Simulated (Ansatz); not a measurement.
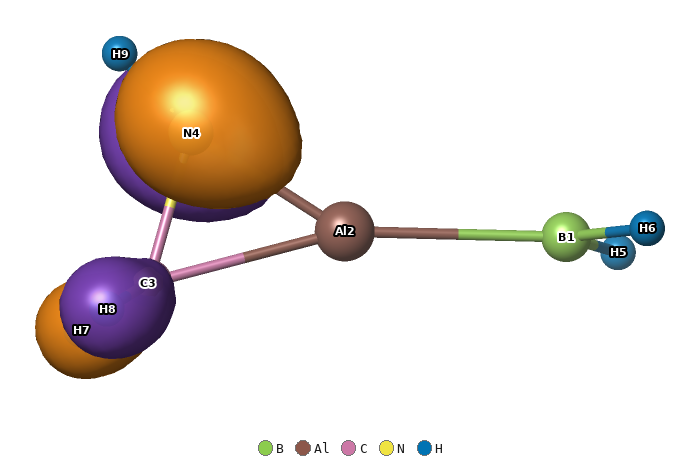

Figure 1: CH$_{5}$AlBN (SMILES [BH2][Al]1[CH2][NH]1). One frontier orbital at ±0.2 Å⁻³ᐟ² (orange and purple are the two phases), seen across its widest extent.

These are results of RKS BHLYP/def2-SVP (Ansatz 0.2.0), not measurements.

| atom | x (Å) | y (Å) | z (Å) |
| --- | --- | --- | --- |
| B | -0.9294 | 1.7680 | -1.3349 |
| Al | -0.1036 | 0.2145 | -0.1769 |
| C | 0.9676 | -1.2740 | 0.4504 |
| N | -0.0965 | -0.6828 | 1.2984 |
| H | -1.8426 | 1.5777 | -2.0883 |
| H | -0.4915 | 2.8837 | -1.3000 |
| H | 0.8000 | -2.3048 | 0.1191 |
| H | 1.9940 | -1.1527 | 0.8141 |
| H | -0.2979 | -1.0295 | 2.2181 |

Which orbital is it: HOMO or LUMO?

The HOMO, at −7.34 eV. By Hirshfeld shares it lies mainly on N4 (about 60 %), C3 (about 10 %), H8 (about 5 %) and H7 (about 5 %).
